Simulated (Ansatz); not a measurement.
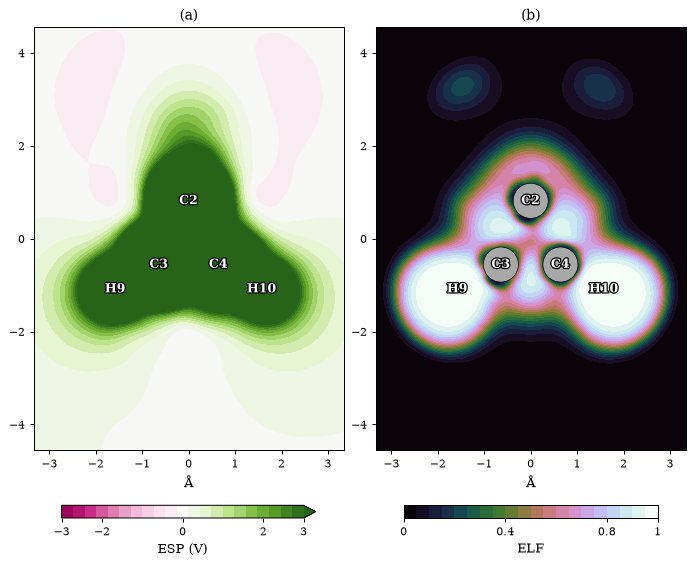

*C3H6Si. (a) electrostatic potential; (b) ELF on the plane of atoms C2, C4 and C3. Grey discs cover the atomic cores in the ELF map.*

Geometry: PBE0-D4/def2-TZVP.

All numbers below come from RKS PBE0-D4/def2-TZVPP (Ansatz 0.2.0).

| atom | x (Å) | y (Å) | z (Å) |
| --- | --- | --- | --- |
| Si | -1.1461 | 0.5860 | -0.6655 |
| C | -0.0222 | -0.6053 | 0.2357 |
| C | 1.4806 | -0.5861 | 0.0463 |
| C | 1.0690 | -0.1247 | 1.1700 |
| H | -1.6076 | 0.0184 | -1.9641 |
| H | -2.3600 | 0.9009 | 0.1400 |
| H | -0.4056 | 1.8502 | -0.9301 |
| H | -0.4737 | -1.5754 | 0.4686 |
| H | 2.2810 | -0.8255 | -0.6320 |
| H | 1.2677 | 0.3104 | 2.1340 |

Question: What do the fields say about this system?

Answer:
- Atoms in the plane: C and H.
- C–C (1.28 Å): the ELF peaks at about 0.85 between the atoms (a multiple bond).
- C–H (1.08 Å): the ELF climbs to about 1 towards the hydrogen, as it does in any bond to H; a covalent bond by its length.
- The potential has no marked negative region in this plane.
